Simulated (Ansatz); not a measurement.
GaH3···CH4

| atom | x (Å) | y (Å) | z (Å) |
| --- | --- | --- | --- |
| Ga | -0.0742 | -0.4984 | -0.9292 |
| C | -0.0274 | -0.2328 | 2.9502 |
| H | -1.0095 | -0.0524 | 3.3858 |
| H | 0.7185 | -0.2972 | 3.7417 |
| H | 0.2292 | 0.5921 | 2.2841 |
| H | 1.3287 | 0.2121 | -1.0084 |
| H | -1.3935 | 0.3611 | -0.9432 |
| H | -0.1580 | -2.0692 | -0.8556 |
| H | -0.0440 | -1.1744 | 2.3992 |

Theory: RHF/def2-SVP in Ansatz.

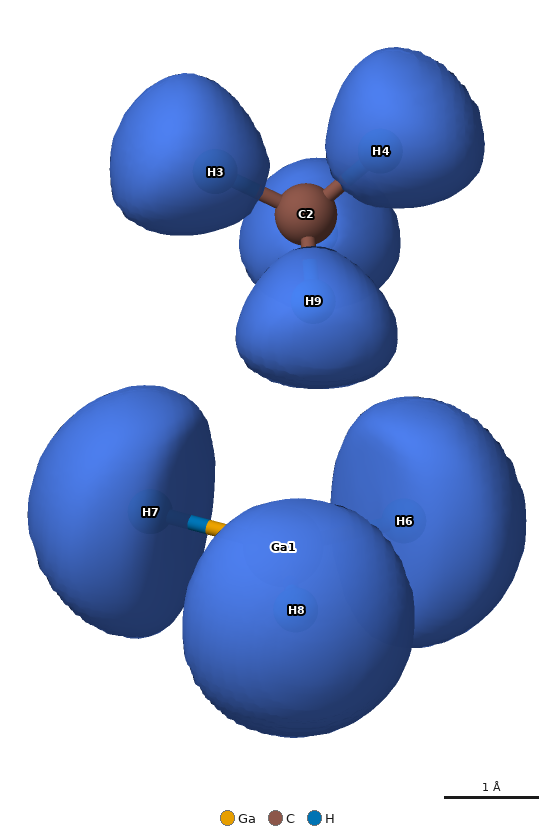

Figure 1. Isosurface of the electron localisation function at 0.9 (blue), seen at an oblique angle. Core shells and regions of very low density are left out.

> Identify the bonds, lone pairs and shells in this picture.

The ELF exceeds this value in seven regions around hydrogen nuclei. Profiles from the grid: C2···Ga1 (3.89 Å): the ELF dips to about 0 between them; a non-bonded, intermolecular contact. C–H (1.09 Å): the ELF climbs to about 1 towards the hydrogen, as it does in any bond to H (a covalent bond by its length).

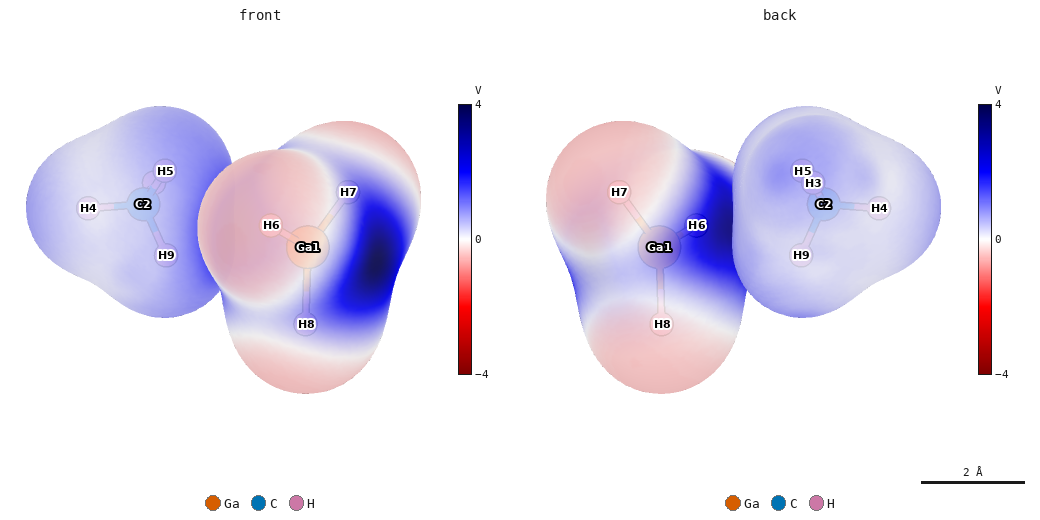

Figure 2. The electrostatic potential painted on the density surface at 0.002 e/bohr³, seen from the front and from behind; red is negative and blue positive.

> Where is the surface potential most negative and most positive?

The most negative region (about −0.4 V, or −9 kcal/mol for a unit charge) lies over H6, H7 and H8, the most positive (about +3.7 V, or +85 kcal/mol for a unit charge) over Ga1.

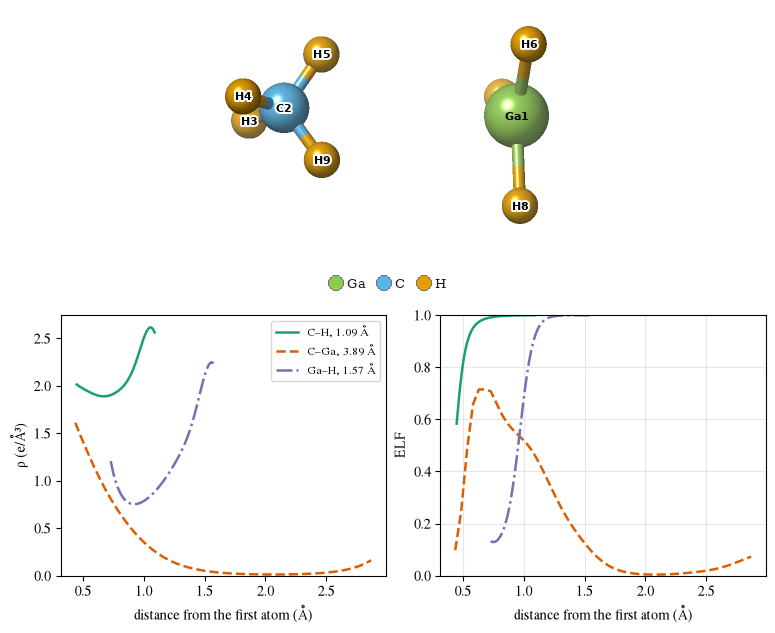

Figure 3. Total electron density and ELF along straight lines between neighbouring atoms. The curves leave out the atomic cores. The structure is drawn too.

> Compare the contacts.

C–H (1.09 Å): ρ is about 1.9 e/Å³ halfway; the ELF climbs to about 1 towards the hydrogen: a covalent bond by its length.
C2···Ga1 (3.89 Å): the density falls to about 0.01 e/Å³ on the way; the ELF dips to about 0 between them: a weak contact between the two molecules.
Ga–H (1.57 Å): ρ at the midpoint is about 0.93 e/Å³; the ELF climbs to about 1 towards the hydrogen.
